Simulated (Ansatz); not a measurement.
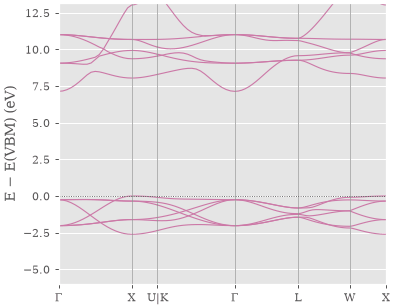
Fig. 1. Band structure from PBE in the plane-wave PAW code Ansatz

Question: Read off the gap and where the band edges lie.

Answer: About 7.1 eV (7.14 eV by a search for the band edges); maximum at X, minimum at Γ.

The material is CaF$_{2}$ (fluorite, Fm-3m).

Symmetry was held in the PBE relaxation.

Potentials: the earlier of the program's two PAW sets.
